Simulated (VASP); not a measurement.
# Selenium: what each functional gives, and what it costs, part 2 of 6

How does the gap of Selenium depend on the functional? The start is a cell from a database of measured crystal structures.

VASP 6.6.1, plane waves and PAW; the level of theory is named at each step.

Still holding for the runs below: Spin-orbit coupling is off here; it would split degenerate levels.

So far, least gap on mesh and path (eV): step 2 (bands, level LDA, k 4×4×3) 0.913; step 3 (bands, level PBEsol, k 4×4×3) 0.947.

## 4. Bands with PBE, k 4×4×3

This step: PBE; plane waves and PAW (Se) (VASP 6.6.1).

PBE, the usual starting point, adds the gradient of the density.

File INCAR:

```
SYSTEM = Se
PREC = Accurate
ENCUT = 400
EDIFF = 1E-06
NELM = 100
ISMEAR = 0
SIGMA = 0.02
LREAL = .FALSE.
ALGO = Normal
GGA = PE
NBANDS = 22
LORBIT = 11
LWAVE = .FALSE.
LCHARG = .FALSE.
KPAR = 4
```

File POSCAR:

```
Se
1.0
    4.3662000000      0.0000000000      0.0000000000
   -2.1831000000      3.7812401180      0.0000000000
    0.0000000000      0.0000000000      4.9536000000
Se
3
Direct
    0.2254000000      0.0000000000      0.3333333333
    0.0000000000      0.2254000000      0.6666666667
    0.7746000000      0.7746000000      0.0000000000
```

File KPOINTS:

```
Automatic mesh
0
Gamma
4 4 3
0 0 0
```

File KPOINTS_OPT:

```
Line mode
16
Line-mode
Reciprocal
  0.00000000   0.00000000   0.00000000 GAMMA
  0.50000000   0.00000000   0.00000000 M

  0.50000000   0.00000000   0.00000000 M
  0.33333333   0.33333333   0.00000000 K

  0.33333333   0.33333333   0.00000000 K
  0.00000000   0.00000000   0.00000000 GAMMA

  0.00000000   0.00000000   0.00000000 GAMMA
  0.00000000   0.00000000   0.50000000 A

  0.00000000   0.00000000   0.50000000 A
  0.50000000   0.00000000   0.50000000 L

  0.50000000   0.00000000   0.50000000 L
  0.33333333   0.33333333   0.50000000 H

  0.33333333   0.33333333   0.50000000 H
  0.00000000   0.00000000   0.50000000 A

  0.50000000   0.00000000   0.50000000 L
  0.50000000   0.00000000   0.00000000 M

  0.33333333   0.33333333   0.00000000 K
  0.33333333   0.33333333   0.50000000 H
```

The projector-augmented-wave data sets are Se (PBE family, release 64).

The run is started by

```console
$ mpirun -np 4 vasp_std
```

Numbers of over 12 decimals in the logs are rounded to 6 here.

The program printed:

```text
[banner, memory and clock lines left out]
running    4 mpi-ranks, on    1 nodes
[...]
LDA part: xc-table for (Slater+PW92), standard interpolation
 POSCAR, INCAR and KPOINTS ok, starting setup
[...]
entering main loop
       N       E                     dE             d eps       ncg     rms          rms(c)
DAV:   1     0.679359879208E+02    0.67936E+02   -0.56540E+03   396   0.537E+02
DAV:   2    -0.614052570259E+01   -0.74077E+02   -0.70360E+02   520   0.121E+02
DAV:   3    -0.105211682662E+02   -0.43806E+01   -0.43471E+01   480   0.297E+01
DAV:   4    -0.105491042160E+02   -0.27936E-01   -0.27932E-01   456   0.285E+00
[...]
DAV:  10    -0.104549385579E+02   -0.45675E-04   -0.44178E-05   456   0.339E-02    0.655E-03
DAV:  11    -0.104549411295E+02   -0.25717E-05   -0.45559E-06   502   0.104E-02    0.334E-03
DAV:  12    -0.104549412823E+02   -0.15276E-06   -0.11206E-06   366   0.545E-03
   1 F= -.10454941E+02 E0= -.10454941E+02  d E =-.153870E-30
 Start KPOINTS_OPT (optional k-point list driver)
k-point batch [1-9\144]
       N       E                     dE             ncg
DAV:   1     0.155531149330E+03   -0.51251E+03      396
DAV:   2    -0.523318725863E+03   -0.67885E+03      510
DAV:   3    -0.570095040800E+03   -0.46776E+02      468
DAV:   4    -0.570409473013E+03   -0.31443E+00      426
DAV:   5    -0.570410871768E+03   -0.13988E-02      492
DAV:   6    -0.570410884978E+03   -0.13210E-04      432
DAV:   7    -0.570410885138E+03   -0.16001E-06      418
[...]
k-point batch [136-144\144]
       N       E                     dE             ncg
DAV:   1     0.108563422007E+03   -0.45709E+04      396
DAV:   2    -0.556469468822E+03   -0.66503E+03      538
DAV:   3    -0.594018417782E+03   -0.37549E+02      504
DAV:   4    -0.594264974140E+03   -0.24656E+00      504
DAV:   5    -0.594266399988E+03   -0.14258E-02      500
DAV:   6    -0.594266414479E+03   -0.14491E-04      522
DAV:   7    -0.594266414644E+03   -0.16541E-06      398
```

It took 9.8 s on 4 MPI ranks of Intel Xeon 6975P-C (Granite Rapids), shared host; peak memory 0.61 GiB; 37 s of CPU time.

Parts of OUTCAR (step 4):

```text
  Total        1.2008572      1.2008572      2.0321872     -0.0000000     -0.0000000      0.0000000
  in kB       23.5257318     23.5257318     39.8121364     -0.0000000     -0.0000000      0.0000000
  external PRESSURE =      28.9545333 kB  Pullay stress =       0.0000000 kB

 POSITION                                       TOTAL-FORCE (eV/Angst)
 -----------------------------------------------------------------------------------
      0.98414      0.00000      1.65120         0.417896     -0.000000      0.000000
     -0.49207      0.85229      3.30240        -0.208948      0.361908     -0.000000
      1.69103      2.92895      0.00000        -0.208948     -0.361908     -0.000000
 -----------------------------------------------------------------------------------
    total drift:                               -0.000000     -0.000001      0.000000

  FREE ENERGIE OF THE ION-ELECTRON SYSTEM (eV)
  ---------------------------------------------------
  free  energy   TOTEN  =       -10.4549412823 eV

  energy  without entropy=      -10.4549412823  energy(sigma->0) =      -10.45494128

[... 2 parts as in an earlier step ...]

[... 1 further part left out ...]
[key lines of the parts left out:]
E-fermi :   2.5361
```

At this level the cell is under a pressure of 2.9 GPa, so at these settings it is away from equilibrium.

The electronic bands at the labelled points (eV, zero at the valence-band top; v1 is the highest filled band, c1 the lowest empty one):

| point | v4 | v3 | v2 | v1 | c1 | c2 | c3 | c4 |
| --- | --- | --- | --- | --- | --- | --- | --- | --- |
| Γ | -3.78 | -2.06 | -2.06 | -0.42 | 1.86 | 1.86 | 2.14 | 6.15 |
| M | -3.47 | -2.92 | -1.80 | -1.02 | 1.91 | 2.30 | 4.09 | 5.25 |
| K | -2.84 | -2.84 | -2.71 | -1.65 | 3.04 | 3.04 | 3.70 | 5.86 |
| Γ | -3.78 | -2.06 | -2.06 | -0.42 | 1.86 | 1.86 | 2.14 | 6.15 |
| A | -3.41 | -1.56 | -1.56 | -1.14 | 1.19 | 1.19 | 1.25 | 6.24 |
| L | -4.26 | -1.94 | -1.39 | 0.00 | 1.62 | 2.69 | 2.93 | 6.24 |
| H | -4.97 | -1.00 | -0.23 | -0.23 | 1.00 | 2.69 | 2.69 | 6.63 |
| A | -3.41 | -1.56 | -1.56 | -1.14 | 1.19 | 1.19 | 1.25 | 6.24 |
| jump to L | -4.26 | -1.94 | -1.39 | 0.00 | 1.62 | 2.69 | 2.93 | 6.24 |
| M | -3.47 | -2.92 | -1.80 | -1.02 | 1.91 | 2.30 | 4.09 | 5.25 |
| jump to K | -2.84 | -2.84 | -2.71 | -1.65 | 3.04 | 3.04 | 3.70 | 5.86 |
| H | -4.97 | -1.00 | -0.23 | -0.23 | 1.00 | 2.69 | 2.69 | 6.63 |

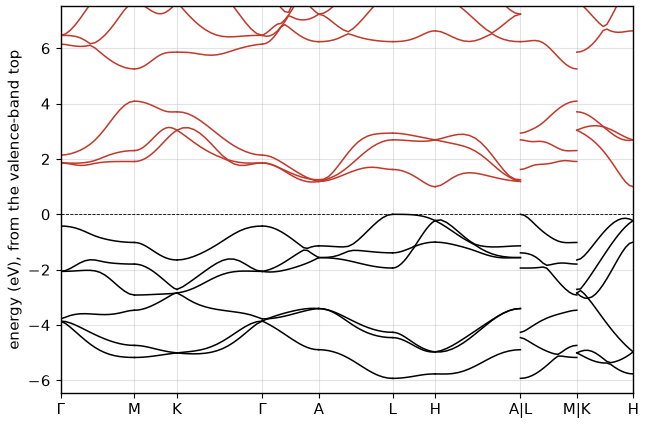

Electronic bands along the path; lines of filled and empty bands in two colours.

The gap is 1.00 eV, indirect, from L to H. Against LDA that is +0.08 eV; the cost is about the same.

## 5. Bands with r2SCAN, k 4×4×3

This step: r2SCAN; plane waves and PAW (Se) (VASP 6.6.1).

r2SCAN adds the kinetic-energy density, costs more than a GGA and is run with LASPH.

Changes to INCAR since step 4:

```diff
@@ -9,3 +9,4 @@
 ALGO = Normal
-GGA = PE
+METAGGA = R2SCAN
+LASPH = .TRUE.
 NBANDS = 22
```

POSCAR is that of step 4.

KPOINTS is that of step 4.

KPOINTS_OPT is that of step 4.

The run is started by

```console
$ mpirun -np 4 vasp_std
```

The program printed:

```text
[banner, memory and clock lines left out]
running    4 mpi-ranks, on    1 nodes
[...]
[... a notice as in an earlier step ...]

 LDA part: xc-table for (None), standard interpolation
 POSCAR, INCAR and KPOINTS ok, starting setup
[...]
entering main loop
       N       E                     dE             d eps       ncg     rms          rms(c)
DAV:   1     0.335154922141E+02    0.33515E+02   -0.57938E+03   396   0.550E+02
DAV:   2    -0.420206337653E+02   -0.75536E+02   -0.71725E+02   520   0.124E+02
DAV:   3    -0.464591057126E+02   -0.44385E+01   -0.44040E+01   480   0.301E+01
DAV:   4    -0.464848562695E+02   -0.25751E-01   -0.25747E-01   450   0.276E+00
[...]
DAV:  10    -0.429090473740E+02   -0.13322E-03   -0.13870E-04   462   0.646E-02    0.331E-02
DAV:  11    -0.429090596445E+02   -0.12271E-04   -0.22239E-05   456   0.280E-02    0.545E-03
DAV:  12    -0.429090601243E+02   -0.47978E-06   -0.65048E-07   374   0.474E-03
   1 F= -.42909060E+02 E0= -.42909060E+02  d E =-.143723E-11
 Start KPOINTS_OPT (optional k-point list driver)
k-point batch [1-9\144]
       N       E                     dE             ncg
DAV:   1     0.103328182540E+03   -0.56471E+03      396
DAV:   2    -0.605269705635E+03   -0.70860E+03      510
DAV:   3    -0.652957771800E+03   -0.47688E+02      468
DAV:   4    -0.653264719316E+03   -0.30695E+00      420
DAV:   5    -0.653266063978E+03   -0.13447E-02      492
DAV:   6    -0.653266076920E+03   -0.12942E-04      430
DAV:   7    -0.653266077081E+03   -0.16126E-06      418
[...]
k-point batch [136-144\144]
       N       E                     dE             ncg
DAV:   1     0.560610955190E+02   -0.46234E+04      396
DAV:   2    -0.638040343897E+03   -0.69410E+03      544
DAV:   3    -0.676444568110E+03   -0.38404E+02      498
DAV:   4    -0.676685844048E+03   -0.24128E+00      504
DAV:   5    -0.676687220774E+03   -0.13767E-02      492
DAV:   6    -0.676687234989E+03   -0.14215E-04      516
DAV:   7    -0.676687235157E+03   -0.16772E-06      414
```

Wall time 33 s (4 MPI ranks); peak memory 0.65 GiB.

OUTCAR, selected parts (step 5):

```text
  Total        0.5448778      0.5448778      0.8757894      0.0000000     -0.0000000     -0.0000000
  in kB       10.6745818     10.6745818     17.1573993      0.0000000     -0.0000000     -0.0000000
  external PRESSURE =      12.8355210 kB  Pullay stress =       0.0000000 kB

 POSITION                                       TOTAL-FORCE (eV/Angst)
 -----------------------------------------------------------------------------------
      0.98414      0.00000      1.65120         0.037538      0.000000      0.000000
     -0.49207      0.85229      3.30240        -0.018769      0.032509     -0.000000
      1.69103      2.92895      0.00000        -0.018769     -0.032509     -0.000000
 -----------------------------------------------------------------------------------
    total drift:                               -0.000002     -0.000003      0.000000

  FREE ENERGIE OF THE ION-ELECTRON SYSTEM (eV)
  ---------------------------------------------------
  free  energy   TOTEN  =       -42.9090601243 eV

  energy  without entropy=      -42.9090601243  energy(sigma->0) =      -42.90906012

[... 2 parts as in an earlier step ...]

[... 1 further part left out ...]
[key lines of the parts left out:]
E-fermi :   2.1676
```

The electronic bands at the labelled points (eV, zero at the valence-band top; v1 is the highest filled band, c1 the lowest empty one):

| point | v4 | v3 | v2 | v1 | c1 | c2 | c3 | c4 |
| --- | --- | --- | --- | --- | --- | --- | --- | --- |
| Γ | -3.90 | -2.17 | -2.17 | -0.48 | 2.11 | 2.11 | 2.38 | 6.78 |
| M | -3.58 | -2.99 | -1.88 | -1.08 | 2.16 | 2.56 | 4.36 | 5.66 |
| K | -2.93 | -2.93 | -2.79 | -1.71 | 3.29 | 3.29 | 3.96 | 6.31 |
| Γ | -3.90 | -2.17 | -2.17 | -0.48 | 2.11 | 2.11 | 2.38 | 6.78 |
| A | -3.54 | -1.62 | -1.62 | -1.23 | 1.44 | 1.44 | 1.44 | 6.79 |
| L | -4.41 | -1.98 | -1.45 | 0.00 | 1.85 | 2.92 | 3.19 | 6.67 |
| H | -5.13 | -1.08 | -0.25 | -0.25 | 1.26 | 2.95 | 2.95 | 7.08 |
| A | -3.54 | -1.62 | -1.62 | -1.23 | 1.44 | 1.44 | 1.44 | 6.79 |
| jump to L | -4.41 | -1.98 | -1.45 | 0.00 | 1.85 | 2.92 | 3.19 | 6.67 |
| M | -3.58 | -2.99 | -1.88 | -1.08 | 2.16 | 2.56 | 4.36 | 5.66 |
| jump to K | -2.93 | -2.93 | -2.79 | -1.71 | 3.29 | 3.29 | 3.96 | 6.31 |
| H | -5.13 | -1.08 | -0.25 | -0.25 | 1.26 | 2.95 | 2.95 | 7.08 |

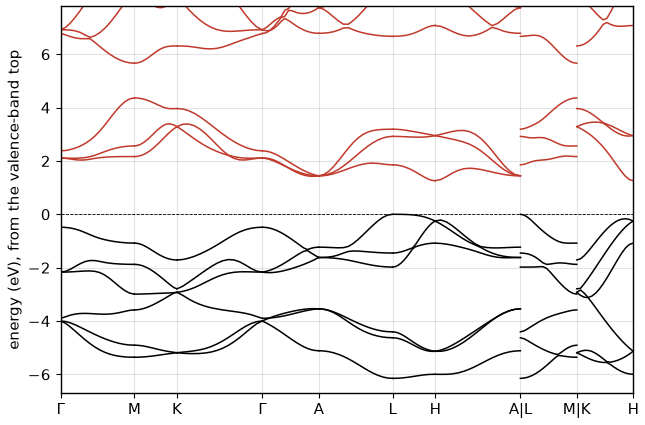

Electronic bands along the path; lines of filled and empty bands in two colours.

The gap is 1.26 eV, indirect, from L to H. Against LDA that is +0.35 eV; this run took 3.4 times the core time.

## 6. Bands with TB-mBJ, k 4×4×3

This step: TB-mBJ; plane waves and PAW (Se) (VASP 6.6.1).

TB-mBJ is a local potential fitted to gaps: it costs far less than a hybrid but gives no energy.

Changes to INCAR since step 5:

```diff
@@ -4,3 +4,3 @@
 EDIFF = 1E-06
-NELM = 100
+NELM = 150
 ISMEAR = 0
@@ -9,3 +9,3 @@
 ALGO = Normal
-METAGGA = R2SCAN
+METAGGA = MBJ
 LASPH = .TRUE.
```

POSCAR is that of step 5.

KPOINTS is that of step 5.

KPOINTS_OPT is that of step 5.

The run is started by

```console
$ mpirun -np 4 vasp_std
```

The program printed:

```text
[... set-up lines as in an earlier step ...]
 entering main loop
       N       E                     dE             d eps       ncg     rms          rms(c)
DAV:   1     0.448457919875E+03    0.44846E+03   -0.56604E+03   396   0.538E+02
DAV:   2     0.376064587771E+03   -0.72393E+02   -0.68622E+02   512   0.120E+02
DAV:   3     0.371877809932E+03   -0.41868E+01   -0.41537E+01   480   0.288E+01
DAV:   4     0.371853330745E+03   -0.24479E-01   -0.24476E-01   456   0.262E+00
[...]
DAV:  27     0.375594490475E+03   -0.30157E-05   -0.62454E-12   198   0.170E-05    0.442E-06
DAV:  28     0.375594489257E+03   -0.12184E-05   -0.17455E-12   198   0.102E-05    0.369E-06
DAV:  29     0.375594489216E+03   -0.40598E-07    0.62367E-13   198   0.606E-06
   1 F= 0.37559449E+03 E0= 0.37559449E+03  d E =-.692960E-26
 Start KPOINTS_OPT (optional k-point list driver)
k-point batch [1-9\144]
       N       E                     dE             ncg
DAV:   1     0.182700560065E+03   -0.48534E+03      396
DAV:   2    -0.508286713245E+03   -0.69099E+03      510
DAV:   3    -0.552434079739E+03   -0.44147E+02      456
DAV:   4    -0.552729080503E+03   -0.29500E+00      438
DAV:   5    -0.552730401241E+03   -0.13207E-02      486
DAV:   6    -0.552730412781E+03   -0.11540E-04      434
DAV:   7    -0.552730412913E+03   -0.13267E-06      412
[...]
k-point batch [136-144\144]
       N       E                     dE             ncg
DAV:   1     0.140644768991E+03   -0.45388E+04      396
DAV:   2    -0.536633566254E+03   -0.67728E+03      552
DAV:   3    -0.572456477138E+03   -0.35823E+02      498
DAV:   4    -0.572694899245E+03   -0.23842E+00      516
DAV:   5    -0.572696240952E+03   -0.13417E-02      498
DAV:   6    -0.572696252805E+03   -0.11854E-04      538
DAV:   7    -0.572696252920E+03   -0.11415E-06      402
```

Run time: 17 s. Hardware: 4 MPI ranks; peak memory 0.64 GiB; 66 s of CPU time.

Parts of OUTCAR (step 6):

```text
  Total       23.7557534     23.7557534     27.2257505      0.0000000      0.0000000     -0.0000000
  in kB      465.3937790    465.3937790    533.3737347      0.0000000      0.0000000     -0.0000000
  external PRESSURE =     488.0537643 kB  Pullay stress =       0.0000000 kB

 POSITION                                       TOTAL-FORCE (eV/Angst)
 -----------------------------------------------------------------------------------
      0.98414      0.00000      1.65120         1.256937     -0.000000     -0.000000
     -0.49207      0.85229      3.30240        -0.628468      1.088539      0.000000
      1.69103      2.92895      0.00000        -0.628468     -1.088539     -0.000000
 -----------------------------------------------------------------------------------
    total drift:                               -0.000001     -0.000002     -0.000000

  FREE ENERGIE OF THE ION-ELECTRON SYSTEM (eV)
  ---------------------------------------------------
  free  energy   TOTEN  =       375.5944892161 eV

  energy  without entropy=      375.5944892161  energy(sigma->0) =      375.59448922

[... 2 parts as in an earlier step ...]

[... 1 further part left out ...]
[key lines of the parts left out:]
E-fermi :   2.5386
```

This functional is a potential without an energy, so its energies, forces and stress mean nothing and are not read.

Electronic bands along the path, in eV, zero at the valence-band top; v1 is the highest filled band, c1 the lowest empty one:

| point | v4 | v3 | v2 | v1 | c1 | c2 | c3 | c4 |
| --- | --- | --- | --- | --- | --- | --- | --- | --- |
| Γ | -3.65 | -2.07 | -2.07 | -0.50 | 2.26 | 2.26 | 2.58 | 7.08 |
| M | -3.36 | -2.75 | -1.73 | -1.03 | 2.33 | 2.72 | 4.36 | 5.97 |
| K | -2.71 | -2.71 | -2.59 | -1.58 | 3.36 | 3.36 | 4.01 | 6.58 |
| Γ | -3.65 | -2.07 | -2.07 | -0.50 | 2.26 | 2.26 | 2.58 | 7.08 |
| A | -3.33 | -1.54 | -1.54 | -1.21 | 1.59 | 1.76 | 1.76 | 6.68 |
| L | -4.10 | -1.84 | -1.37 | 0.00 | 1.98 | 3.07 | 3.29 | 6.91 |
| H | -4.77 | -1.08 | -0.26 | -0.26 | 1.46 | 3.08 | 3.08 | 7.36 |
| A | -3.33 | -1.54 | -1.54 | -1.21 | 1.59 | 1.76 | 1.76 | 6.68 |
| jump to L | -4.10 | -1.84 | -1.37 | 0.00 | 1.98 | 3.07 | 3.29 | 6.91 |
| M | -3.36 | -2.75 | -1.73 | -1.03 | 2.33 | 2.72 | 4.36 | 5.97 |
| jump to K | -2.71 | -2.71 | -2.59 | -1.58 | 3.36 | 3.36 | 4.01 | 6.58 |
| H | -4.77 | -1.08 | -0.26 | -0.26 | 1.46 | 3.08 | 3.08 | 7.36 |

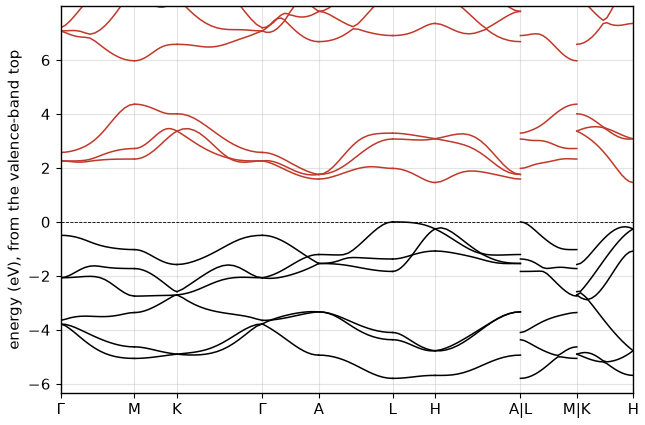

Electronic bands along the path; lines of filled and empty bands in two colours.

The gap is 1.46 eV, indirect, from L to H. Against LDA that is +0.55 eV; this run took 1.8 times the core time.

(Continued in part 3 of 6.)

[Lines on the potential files, build, host, timing and source positions are cut from VASP's logs without a mark.]

[Logs are printed without paths, hosts, clocks, repeated set-up lines and the standing remarks that a program may print on its own settings, such as how far it seeks lower states.]

[Hosts, paths, dates, database ids (printed as entryN), source tags and the programs' standing remarks are cut or masked in the printed files.]

[Measured values are set beside computed ones only where the two were judged alike; some that the calculation misses by far are left out.]
